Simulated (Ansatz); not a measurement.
# Cl$_{2}$FH$_{2}$HfN (SMILES [NH2][Hf]([F])([Cl])[Cl]): what the fields show

Input file:

```
crystal:
  periodic: [false, false, false]
  atoms:
    - {symbol: "N", position_ang: [-0.113400, 1.251100, 0.058800]}
    - {symbol: Hf, position_ang: [-0.009300, -0.742300, -0.077000]}
    - {symbol: F, position_ang: [-1.688500, -1.294600, -0.750200]}
    - {symbol: Cl, position_ang: [0.418100, -1.633100, 2.054200]}
    - {symbol: Cl, position_ang: [1.747700, -1.320700, -1.524900]}
    - {symbol: H, position_ang: [0.623100, 1.860600, 0.388100]}
    - {symbol: H, position_ang: [-0.916300, 1.811100, -0.194600]}
basis:
  gaussian:
    orbitals: def2-SVP
output:
  forces: true
  orbitals: {seedname: orbitals}
accuracy: high
hamiltonian:
  xc: hf
```

Run with:

```sh
ansatz run run.yaml --threads 1 --pin off --max-ram 2610MiB --events-out events.jsonl --progress --plain --runs-dir runs
```

Geometry: PBE0-D4/def2-TZVP; core potentials replace the inner electrons of Hf.

All numbers below come from isolated molecule in a Gaussian basis; Hartree-Fock (Ansatz 0.2.0).

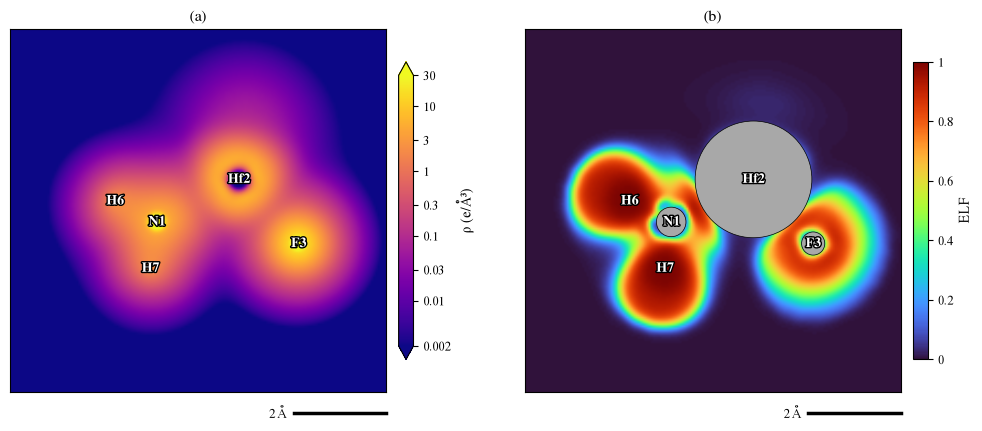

Figure 1. (a) electron density; (b) electron localisation function on the plane of atoms N1, Hf2 and F3. Grey discs cover the atomic cores in the ELF map.

**Interpret the plot.**

Atoms in the plane: N, Hf, F and H. Hf–F (1.89 Å): ρ is about 0.87 e/Å³ halfway; the ELF peaks at about 0.85 in the valence shell of F, 0.5 Å from its nucleus, and drops to about 0.20 between the two atoms. Hf–N (2.00 Å): ρ at the midpoint is about 0.87 e/Å³; the ELF peaks at about 0.95 in the valence shell of N, 0.6 Å from its nucleus, and drops to about 0.25 between the two atoms. N–H (1.01 Å): ρ is about 2.8 e/Å³ halfway; the ELF climbs to about 1 towards the hydrogen, as it does in any bond to H; a covalent bond by its length.

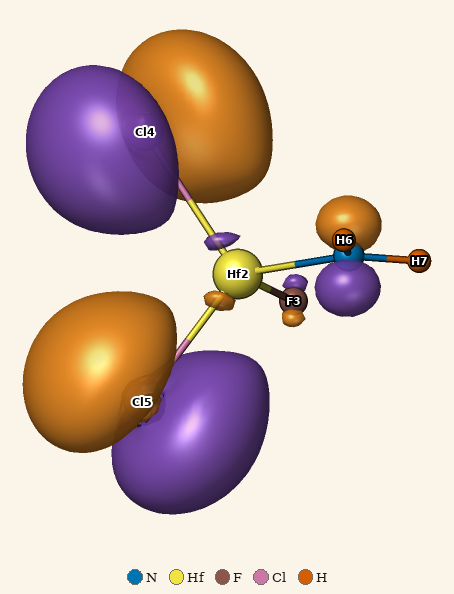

Figure 2. The HOMO−1 at ±0.08 Å⁻³ᐟ² (orange and purple are the two phases), seen at a tilt.

**Where does this orbital lie, and at what energy?**

By Hirshfeld shares it lies mainly on Cl4 (about 45 %) and Cl5 (about 45 %); largely a combination of lone pairs on Cl4 and Cl5. Its energy is −12.62 eV.
